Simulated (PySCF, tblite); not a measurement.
**C₇H₇BF₂: infrared bands, NMR shifts and electronic excitations in gas and solvents**

Aim: compute the infrared bands, NMR shifts and electronic excitations of C₇H₇BF₂ (`FC(F)C1=CBC=CC=C1`), and see what a dielectric continuum does where one was used.

Programs: tblite 0.8.0 and PySCF 2.14.0, with density-fitted response routines of our own. Each step states its level of theory. These are calculated values for one molecule, in the gas phase or a continuum, unless marked as measured. Atoms count from 0, in the outputs and in this text.

### Step 1. Starting geometry

17 atoms, charge 0, multiplicity 1; geometry from: force field or distance geometry start.

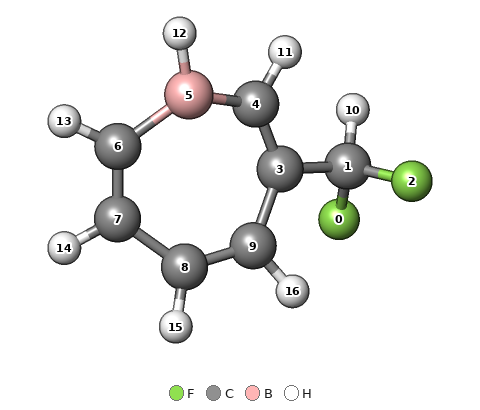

The starting geometry (fluorine green, carbon grey, boron pink, hydrogen white), atoms numbered.

### Step 2. Relaxing the molecule with GFN2-xTB

Job settings and geometry (Å):

```
{"job": {"kind": "relax", "xc": "GFN2-xTB", "basis": "xTB"}, "charge": 0, "multiplicity": 1}
F     -2.872200    -1.108800     0.734900
C     -2.491300     0.118500     0.204800
F     -3.115400     0.316400    -0.991400
C     -0.993000     0.141900    -0.003100
C     -0.347900     1.294100     0.201400
B      1.174800     1.543600     0.013100
C      2.223900     0.433800     0.308200
C      2.045300    -0.868300     0.118400
C      0.885200    -1.514600    -0.538200
C     -0.393500    -1.084900    -0.593200
H     -2.811000     0.902400     0.925600
H     -0.913000     2.167700     0.499100
H      1.546600     2.662100     0.132900
H      3.187700     0.760200     0.685100
H      2.873700    -1.515400     0.334400
H      1.078100    -2.482700    -0.961000
H     -1.084900    -1.753900    -1.081000
```

Command:

```console
OMP_NUM_THREADS=1 python probes_run.py task.json out
```

One launch serves the whole session: the jobs run in the order shown.

Log:

```text
step      E/eV     max force
  0    -793.97421    2.295
  1    -794.14992    0.991
  2    -794.20727    0.668
  3    -794.25887    0.401
  4    -794.27735    0.324
  5    -794.28527    0.201
  6    -794.29469    0.253
  7    -794.30361    0.219
  8    -794.30863    0.154
  9    -794.31161    0.124
 10    -794.31431    0.144
 11    -794.31716    0.141
 12    -794.31971    0.123
 13    -794.32176    0.105
 14    -794.32363    0.119
 15    -794.32560    0.145
 16    -794.32751    0.127
 17    -794.32913    0.130
 18    -794.33069    0.132
 19    -794.33250    0.131
 20    -794.33445    0.116
 21    -794.33613    0.100
 22    -794.33739    0.081
 23    -794.33858    0.094
 24    -794.34023    0.118
 25    -794.34272    0.134
 26    -794.34599    0.146
 27    -794.34956    0.166
 28    -794.35313    0.185
 29    -794.35673    0.180
 30    -794.36047    0.142
 31    -794.36402    0.125
 32    -794.36675    0.125
 33    -794.36887    0.118
 34    -794.37091    0.105
 35    -794.37278    0.096
 36    -794.37422    0.074
 37    -794.37530    0.095
 38    -794.37639    0.110
 39    -794.37778    0.101
 40    -794.38023    0.099
 41    -794.38172    0.123
 42    -794.38338    0.118
 43    -794.38471    0.084
 44    -794.38591    0.078
 45    -794.38684    0.072
 46    -794.38758    0.063
 47    -794.38814    0.072
 48    -794.38858    0.061
 49    -794.38896    0.059
 50    -794.38937    0.044
 51    -794.38971    0.048
 52    -794.39027    0.053
 53    -794.39072    0.055
 54    -794.39103    0.041
 55    -794.39122    0.030
 56    -794.39137    0.026
 57    -794.39151    0.027
 58    -794.39164    0.026
 59    -794.39175    0.025
 60    -794.39183    0.024
 61    -794.39190    0.021
 62    -794.39195    0.016
 63    -794.39202    0.016
 64    -794.39208    0.022
 65    -794.39213    0.028
 66    -794.39220    0.027
 67    -794.39227    0.026
 68    -794.39236    0.022
 69    -794.39243    0.017
 70    -794.39248    0.020
 71    -794.39255    0.028
 72    -794.39265    0.041
 73    -794.39282    0.044
 74    -794.39303    0.033
 75    -794.39322    0.035
 76    -794.39338    0.037
 77    -794.39354    0.039
 78    -794.39373    0.035
 79    -794.39396    0.038
 80    -794.39421    0.047
 81    -794.39444    0.048
 82    -794.39468    0.046
 83    -794.39493    0.030
 84    -794.39514    0.034
 85    -794.39526    0.035
 86    -794.39542    0.026
 87    -794.39552    0.023
 88    -794.39558    0.023
 89    -794.39565    0.020
 90    -794.39569    0.017
 91    -794.39574    0.013
 92    -794.39577    0.009
```

Wall time 0.52 s (1 thread of Arm Neoverse V2, shared host); peak memory 0.18 GiB.

Step by step: (not every step is listed)

| step | energy from step 0 (eV) | largest force (eV/Å) |
| --- | --- | --- |
| 0 | 0.0000 | 2.2952 |
| 1 | -0.1757 | 0.9908 |
| 2 | -0.2331 | 0.6677 |
| 3 | -0.2847 | 0.4009 |
| 4 | -0.3031 | 0.3245 |
| 5 | -0.3111 | 0.2010 |
| 6 | -0.3205 | 0.2530 |
| 7 | -0.3294 | 0.2195 |
| 8 | -0.3344 | 0.1539 |
| 15 | -0.3514 | 0.1452 |
| 22 | -0.3632 | 0.0814 |
| 29 | -0.3825 | 0.1801 |
| 36 | -0.4000 | 0.0737 |
| 43 | -0.4105 | 0.0842 |
| 50 | -0.4152 | 0.0437 |
| 57 | -0.4173 | 0.0267 |
| 64 | -0.4179 | 0.0223 |
| 71 | -0.4183 | 0.0277 |
| 78 | -0.4195 | 0.0347 |
| 85 | -0.4211 | 0.0346 |
| 87 | -0.4213 | 0.0233 |
| 88 | -0.4214 | 0.0231 |
| 89 | -0.4214 | 0.0199 |
| 90 | -0.4215 | 0.0166 |
| 91 | -0.4215 | 0.0129 |
| 92 | -0.4216 | 0.0086 |

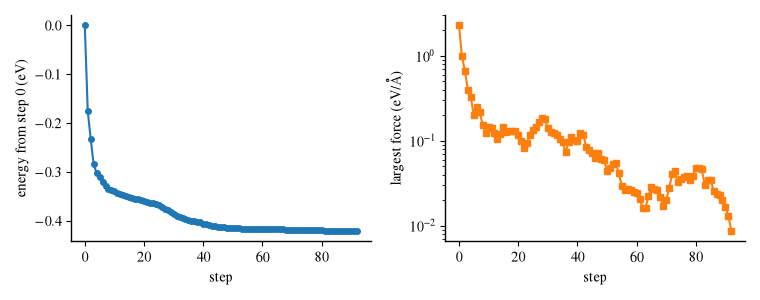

Energy and largest force along the relaxation.

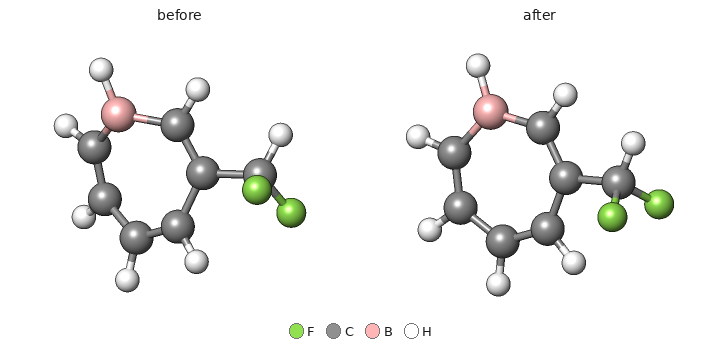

Before and after, at one scale.

Close pairs (by a distance rule), those that changed most:

| bond | before (Å) | after (Å) | change (Å) |
| --- | --- | --- | --- |
| C3–C9 | 1.488 | 1.418 | -0.070 |
| C7–C8 | 1.481 | 1.413 | -0.068 |
| C6–C7 | 1.328 | 1.364 | +0.036 |
| B5–C6 | 1.555 | 1.524 | -0.031 |
| F0–C1 | 1.390 | 1.360 | -0.030 |
| C4–B5 | 1.554 | 1.528 | -0.027 |
| C3–C4 | 1.336 | 1.363 | +0.027 |
| C8–C9 | 1.350 | 1.364 | +0.014 |

The end geometry stands in the next job.

### Step 3. Vibrational analysis with GFN2-xTB

Job settings and geometry (Å):

```
{"job": {"kind": "ir", "xc": "GFN2-xTB", "basis": "xTB"}, "charge": 0, "multiplicity": 1}
F     -3.005658    -0.769632     0.831607
C     -2.484904     0.159585    -0.014309
F     -2.947162    -0.172392    -1.249789
C     -0.967910     0.142135     0.022380
C     -0.314062     1.285965     0.370752
B      1.188332     1.542754     0.475385
C      2.243662     0.482124     0.184346
C      2.077579    -0.817621    -0.192797
C      0.875549    -1.526006    -0.418274
C     -0.422917    -1.118954    -0.328373
H     -2.922544     1.132902     0.252377
H     -0.967772     2.123566     0.598103
H      1.542421     2.615911     0.794358
H      3.282644     0.781878     0.286841
H      2.970006    -1.417320    -0.349834
H      1.013194    -2.560595    -0.712243
H     -1.167457    -1.872269    -0.560442
```

Log:

```text
mode    cm-1     km/mol
  1      36.3      3.96
  2      60.0      0.01
  3     157.1      0.41
  4     191.9      6.42
  5     192.8      2.30
  6     297.2      3.25
  7     341.6      0.05
  8     398.3      0.53
  9     440.7     16.65
 10     470.8      0.01
 11     561.5      2.32
 12     573.1      2.70
 13     678.6      3.27
 14     726.0     33.48
 15     780.7     86.74
 16     788.3      7.81
 17     831.4      8.64
 18     867.1     11.82
 19     885.9     28.38
 20     912.4      3.64
 21     944.4      0.13
 22     976.5      3.74
 23     980.5     19.56
 24    1000.5    197.07
 25    1051.8     29.09
 26    1091.2     50.80
 27    1140.5     33.60
 28    1246.6     24.66
 29    1258.8     13.52
 30    1269.6     17.58
 31    1281.8     26.93
 32    1308.3      0.56
 33    1350.2     10.34
 34    1397.7      9.24
 35    1461.9      3.01
 36    1479.6     49.33
 37    1587.1      4.29
 38    1609.1      5.22
 39    2612.3    183.05
 40    2901.4     27.82
 41    3005.5     14.59
 42    3012.9     60.48
 43    3024.6     67.55
 44    3041.5     19.00
 45    3055.0     20.09
```

It took 0.49 s on 1 thread of Arm Neoverse V2, shared host; peak memory 0.18 GiB.

Which atoms move in the most intense modes:

| cm⁻¹ | km/mol | atoms |
| --- | --- | --- |
| 781 | 86.7 | H12 20 %, H15 19 %, B5 14 %, H14 13 % |
| 1000 | 197.1 | C1 62 %, F0 15 %, F2 15 % |
| 1091 | 50.8 | C1 26 %, H12 20 % |
| 1140 | 33.6 | C3 29 %, H11 16 %, C1 10 %, H10 10 % |
| 1480 | 49.3 | C8 23 %, C7 21 %, C3 19 %, C9 16 % |
| 2612 | 183.1 | H12 92 % |
| 3013 | 60.5 | H11 92 % |
| 3025 | 67.5 | H13 71 %, H14 17 % |

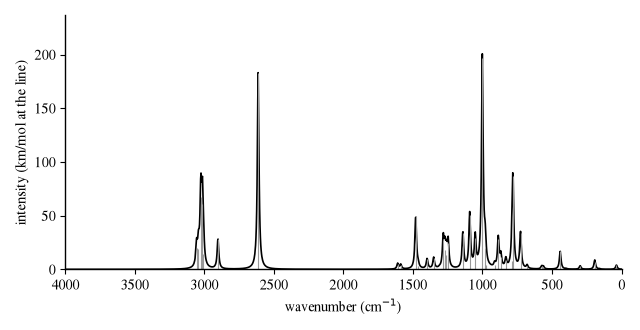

The infrared spectrum from these modes, unscaled. Lines are broadened to a width of 14 cm⁻¹ (Lorentzian).

### Step 4. Geometry optimisation at PBE0-D3(BJ)/def2-SVP

Job settings and geometry (Å):

```
{"job": {"xc": "PBE0", "basis": "def2-SVP", "d3": "d3bj", "grid": 1, "shake": 0.01, "kind": "geom"}, "charge": 0, "multiplicity": 1}
F     -2.985250    -0.795190     0.835790
C     -2.490580     0.155060    -0.016460
F     -2.967360    -0.174710    -1.258440
C     -0.934680     0.144390     0.018850
C     -0.316870     1.279280     0.360200
B      1.184420     1.547570     0.473000
C      2.253240     0.480130     0.184590
C      2.093040    -0.812170    -0.197850
C      0.873720    -1.520600    -0.398920
C     -0.425610    -1.121390    -0.318350
H     -2.931410     1.129980     0.261200
H     -0.961970     2.124480     0.604800
H      1.514140     2.626120     0.784760
H      3.265960     0.784640     0.293850
H      2.965560    -1.428080    -0.349570
H      1.012670    -2.546540    -0.704770
H     -1.165520    -1.861150    -0.562500
```

Log:

```text
step   0  E = -494.55370287  max force = 0.056327
step   1  E = -494.55946923  max force = 0.007079
step   2  E = -494.56024353  max force = 0.004024
step   3  E = -494.56023600  max force = 0.003571
step   4  E = -494.56038334  max force = 0.000744
step   5  E = -494.56038289  max force = 0.000774
step   6  E = -494.56039017  max force = 0.000198
optimisation converged
```

It took 1.7 min on 1 thread of Arm Neoverse V2, shared host; peak memory 0.73 GiB.

The steps of the relaxation:

| step | energy from step 0 (eV) | largest force component (eV/Å) |
| --- | --- | --- |
| 0 | 0.0000 | 2.8965 |
| 1 | -0.1569 | 0.3640 |
| 2 | -0.1780 | 0.2069 |
| 3 | -0.1778 | 0.1836 |
| 4 | -0.1818 | 0.0383 |
| 5 | -0.1818 | 0.0398 |
| 6 | -0.1820 | 0.0102 |

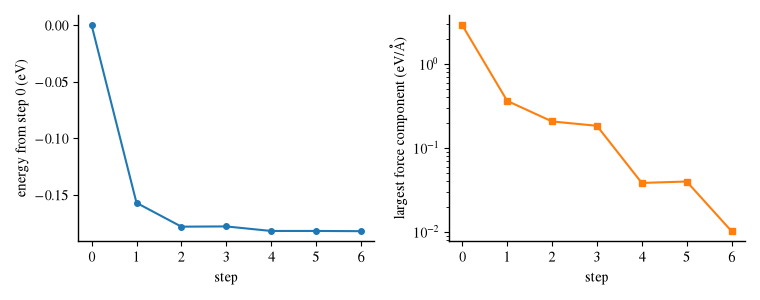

Energy and force, step by step.

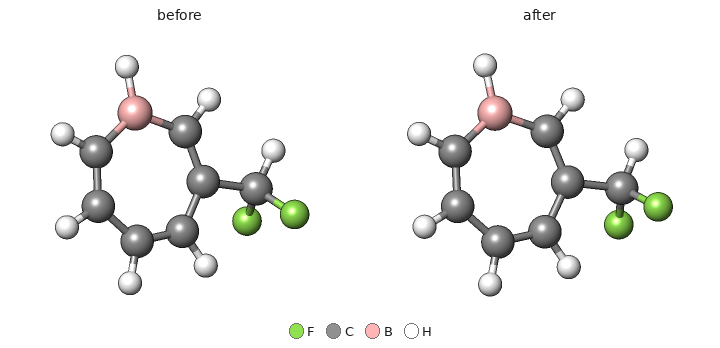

Before and after, at one scale.

Distances of close pairs at the start and the end, largest changes first:

| bond | before (Å) | after (Å) | change (Å) |
| --- | --- | --- | --- |
| C1–C3 | 1.556 | 1.513 | -0.043 |
| B5–H12 | 1.170 | 1.213 | +0.043 |
| C3–C4 | 1.336 | 1.374 | +0.037 |
| C6–H13 | 1.063 | 1.097 | +0.034 |
| C9–H16 | 1.074 | 1.094 | +0.020 |
| C3–C9 | 1.405 | 1.425 | +0.020 |
| C7–H14 | 1.079 | 1.097 | +0.019 |
| C1–F2 | 1.371 | 1.353 | -0.018 |

The end geometry stands in the next job.

| at the end point | value |
| --- | --- |
| point group (found at 0.08 Å tolerance) | C1 |
| rotational constants (GHz, main isotopes) | 2.705, 0.851, 0.731 |
| dipole moment (D) | 1.30 |

### Step 5. Shielding tensors: PBE0/pcSseg-1

Job settings and geometry (Å):

```
{"job": {"kind": "nmr", "xc": "PBE0", "basis": "pcSseg-1"}, "charge": 0, "multiplicity": 1}
F     -3.076193    -0.807757     0.491599
C     -2.487515     0.202669    -0.187811
F     -2.821004     0.046537    -1.489723
C     -0.983826     0.142190    -0.030257
C     -0.327155     1.279539     0.372376
B      1.170469     1.516708     0.574498
C      2.240538     0.454689     0.336928
C      2.075012    -0.848869    -0.064250
C      0.875283    -1.551531    -0.364100
C     -0.430081    -1.131142    -0.351664
H     -2.906301     1.157557     0.172410
H     -0.993816     2.131129     0.566533
H      1.522908     2.618182     0.939528
H      3.286734     0.741861     0.501773
H      2.979899    -1.459472    -0.176023
H      1.019366    -2.597109    -0.654861
H     -1.168616    -1.889751    -0.628630
```

Level: GIAO PBE0/pcSseg-1 NMR shielding, non-relativistic, gas phase.

Log:

```text
coarse grid: 15200 points
cycle   1  E = -494.6837120305  dE =  1.472e+00  |g| = 7.296e-01  |ddm| = 3.985e+00
cycle   2  E = -494.5705607677  dE =  1.132e-01  |g| = 1.078e+00  |ddm| = 1.375e+00
cycle   3  E = -494.7845038787  dE = -2.139e-01  |g| = 1.229e-01  |ddm| = 9.129e-01
cycle   4  E = -494.7875391688  dE = -3.035e-03  |g| = 6.744e-02  |ddm| = 1.858e-01
cycle   5  E = -494.7887993787  dE = -1.260e-03  |g| = 1.498e-02  |ddm| = 8.099e-02
cycle   6  E = -494.7888561376  dE = -5.676e-05  |g| = 3.997e-03  |ddm| = 1.861e-02
cycle   7  E = -494.7888598978  dE = -3.760e-06  |g| = 7.613e-04  |ddm| = 4.385e-03
final grid: 150480 points
cycle   8  E = -494.8599208473  dE = -4.889e-05  |g| = 7.805e-03  |ddm| = 4.160e-02
cycle   9  E = -494.8599147120  dE =  6.135e-06  |g| = 9.857e-03  |ddm| = 1.735e-02
cycle  10  E = -494.8599358575  dE = -2.115e-05  |g| = 1.340e-03  |ddm| = 9.544e-03
cycle  11  E = -494.8599362061  dE = -3.485e-07  |g| = 4.548e-04  |ddm| = 1.530e-03
cycle  12  E = -494.8599362575  dE = -5.147e-08  |g| = 1.631e-04  |ddm| = 5.564e-04
cycle  13  E = -494.8599362638  dE = -6.317e-09  |g| = 3.669e-05  |ddm| = 1.826e-04
cycle  14  E = -494.8599362642  dE = -3.221e-10  |g| = 1.185e-05  |ddm| = 4.694e-05
converged SCF energy = -494.8599362642

GIAO shielding tensors (ppm)
atom      isotropic    diamagn.    paramagn.     s11        s22        s33       span
  0 F      293.443     473.831    -180.388    210.572    320.776    348.981    138.410
  1 C       61.565     240.557    -178.992     54.550     60.263     69.882     15.332
  2 F      285.400     473.541    -188.141    200.578    302.893    352.729    152.151
  3 C       24.262     261.413    -237.150    -84.440      7.720    149.507    233.947
  4 C       25.074     252.662    -227.588   -109.130     17.944    166.408    275.539
  5 B       54.528     192.924    -138.396      8.110     26.597    128.879    120.769
  6 C       20.568     257.321    -236.753   -124.257     11.345    174.616    298.873
  7 C       27.765     253.720    -225.955    -91.805     17.488    157.612    249.417
  8 C       39.835     256.074    -216.239    -75.458     35.478    159.486    234.944
  9 C       43.130     254.162    -211.032    -68.250     31.246    166.394    234.645
 10 H       24.822      28.575      -3.754     22.298     23.562     28.605      6.307
 11 H       22.923      31.747      -8.824     18.823     20.860     29.087     10.264
 12 H       24.727      29.292      -4.565     23.172     23.336     27.671      4.499
 13 H       22.640      28.841      -6.202     19.614     20.768     27.536      7.922
 14 H       23.040      28.433      -5.392     19.015     22.717     27.390      8.375
 15 H       23.470      29.767      -6.297     19.166     23.050     28.194      9.027
 16 H       23.207      30.515      -7.309     18.482     21.081     30.057     11.576
```

It took 41 s on 1 thread of Arm Neoverse V2, shared host; peak memory 0.95 GiB.

Shifts follow as δ = σ(reference) − σ, with reference shieldings (ppm) from runs at the same level and on the same kind of geometry: 1H TMS 31.27, 13C TMS 184.4, 19F CFCl3 177.2, 11B BF3·OEt2 100.7. The references are single molecules in the gas phase, so shifts against H2O, NH3, PH3, H3PO4 or CFCl3 are not on the usual liquid scales and can be off by tens of ppm. Atoms listed in one row are averaged.

| atoms | environment | σ (ppm) | δ (ppm) | δ scaled to CDCl3 |
| --- | --- | --- | --- | --- |
| C6 | alkene CH | 20.6 | 163.8 | 158.6 |
| C3 | fully substituted alkene carbon | 24.3 | 160.1 | 155.0 |
| C4 | alkene CH | 25.1 | 159.3 | 154.2 |
| C7 | alkene CH | 27.8 | 156.6 | 151.6 |
| C8 | alkene CH | 39.8 | 144.6 | 139.9 |
| C9 | alkene CH | 43.1 | 141.3 | 136.7 |
| C1 | allylic sp3 CH bonded to 2 F | 61.6 | 122.8 | 118.8 |
| H13 | hydrogen on an alkene CH | 22.64 | 8.63 | 8.39 |
| H11 | hydrogen on an alkene CH | 22.92 | 8.34 | 8.12 |
| H14 | hydrogen on an alkene CH | 23.04 | 8.23 | 8.01 |
| H16 | hydrogen on an alkene CH | 23.21 | 8.06 | 7.86 |
| H15 | hydrogen on an alkene CH | 23.47 | 7.80 | 7.61 |
| H12 | hydrogen on a boron bonded to 2 C, in a 7-membered ring | 24.73 | 6.54 | – |
| H10 | hydrogen on an allylic sp3 CH bonded to 2 F | 24.82 | 6.45 | 6.32 |
| F0, F2 | fluorine of a CF2 group | 289.4 | -112.2 | – |
| B5 | boron bonded to 2 C, H, in a 7-membered ring | 54.5 | 46.2 | – |

The scaled column applies a straight-line fit of computed shieldings to shifts measured in CDCl3, and one for carbons that bear F (root-mean-square error 0.21 ppm for H, 2.0 ppm for C).

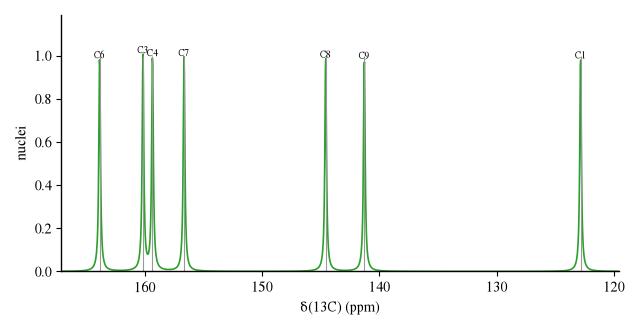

13C lines at the computed shifts, without couplings. Lines are broadened to a width of 0.16 ppm (Lorentzian).

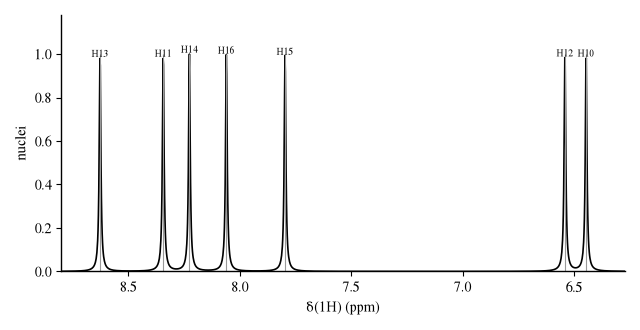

1H lines at the computed shifts, without couplings. Lines are broadened to a width of 0.01 ppm (Lorentzian).

The run also stored atomic charges by several schemes (e):

| atoms | Mulliken | IAO | Hirshfeld | ESP fit |
| --- | --- | --- | --- | --- |
| F0, F2 | -0.30 | -0.30 | -0.10 | -0.20 |
| C1 | 0.59 | 0.44 | 0.15 | 0.28 |
| C3 | -0.35 | 0.01 | 0.00 | 0.07 |
| C4 | -0.23 | -0.22 | -0.09 | -0.30 |
| B5 | 0.41 | 0.01 | 0.08 | 0.32 |
| C6 | -0.30 | -0.22 | -0.09 | -0.31 |
| C7 | -0.09 | -0.09 | -0.01 | 0.02 |
| C8 | -0.10 | -0.12 | -0.02 | -0.16 |
| C9 | 0.02 | -0.12 | -0.03 | -0.13 |

ESP fit charges:

F0 -0.21; C1 0.28; F2 -0.20; C3 0.07; C4 -0.30; B5 0.32; C6 -0.31; C7 0.02; C8 -0.16; C9 -0.13; H10 0.11; H11 0.12; H12 -0.15; H13 0.13; H14 0.11; H15 0.14; H16 0.16

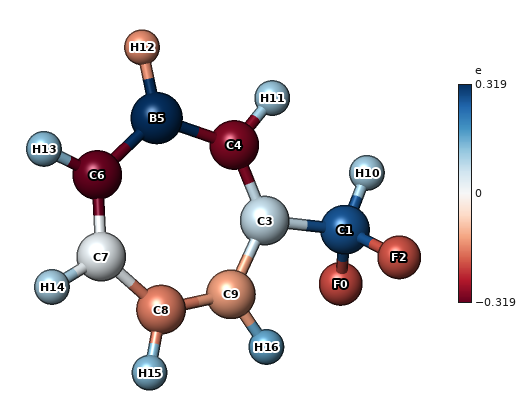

ESP fit charges, as colours on the atoms.

Mayer bond orders: F0–C1 0.95, C1–F2 0.96, C1–C3 1.03, C3–C4 1.62, C4–B5 1.08, B5–C6 1.10, C6–C7 1.63, C7–C8 1.30, C8–C9 1.64, C9–C3 1.18.

Ring of atoms C3, C4, B5, C6, C7, C8, C9: NICS(0) -3.5, NICS(1) -7.2, NICS(1)zz -18.8 ppm (means of both faces).

Orbitals, density, ELF and potential are computed afterwards from the orbital file.

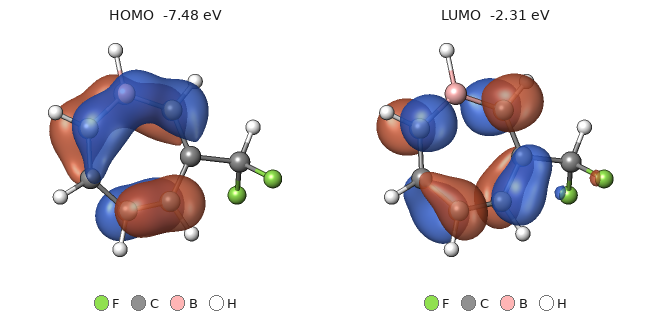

Frontier orbitals at PBE0/pcSseg-1; each surface holds 70 % of the orbital's density, blue and red mark the sign.

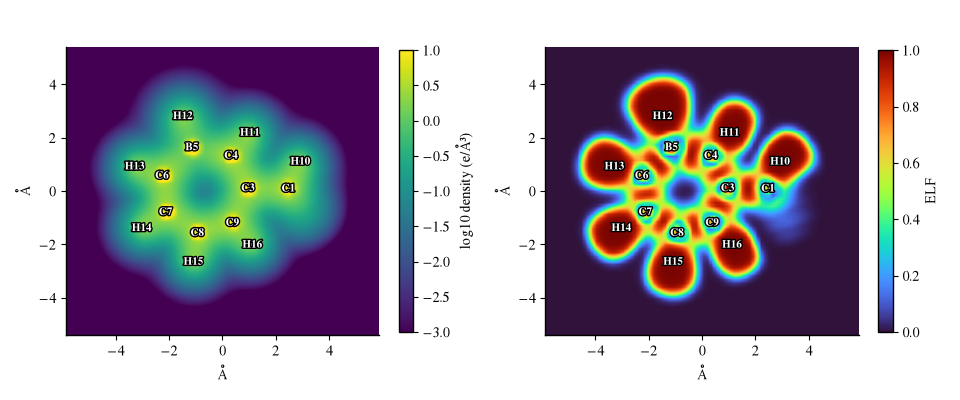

Density (left) and ELF (right) in a plane through or near 15 of the atoms.

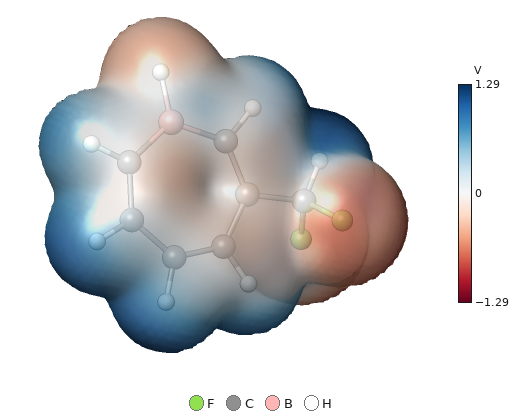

Electrostatic potential on the surface of density 0.002 e/bohr³; red is low, blue high. It runs from -0.72 V near F2 to 1.29 V near H10.

(Part 1 of 2 ends here.)
